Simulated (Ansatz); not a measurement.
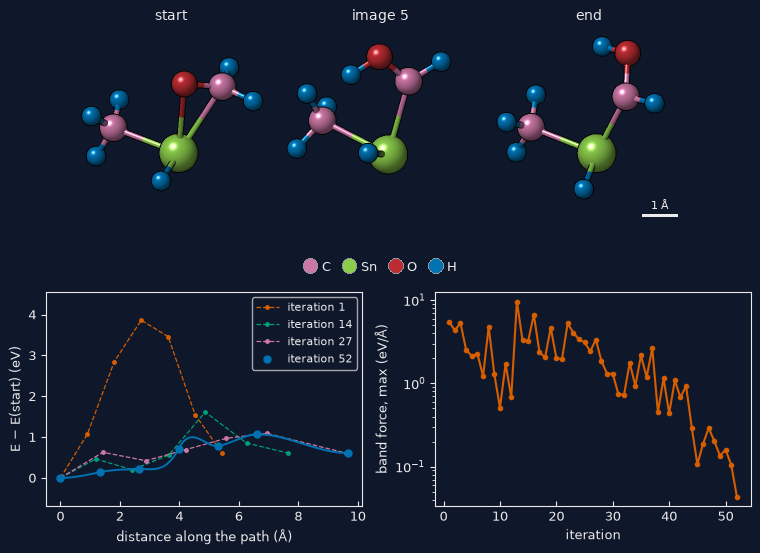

A nudged-elastic-band calculation for C2H6OSn. Images are numbered from 0 (start) to 6 (end). The plot follows the band through its iterations. A ball-and-stick model, seen from a free direction.

Method: UKS PBE0/def2-SVP in Ansatz 0.2.0. Settings: 5 movable images; climbing image; force threshold 0.05 eV/Å; iteration limit 60; starting path by straight interpolation.

> Did the band converge, and can the barrier be trusted?

The run is converged, with reservations. The band converged in 52 iterations. The largest component of the band force went from 5.5 to 0.044 eV/Å. The climbing image converged on the top of the path. Its curvatures weren't checked. The straight starting path can push atoms close together and costs iterations. The first iteration put the highest image at 3.86 eV. The energy climbs by 1.07 eV to image 5 and then falls by 0.46 eV, so the end point sits at +0.61 eV.
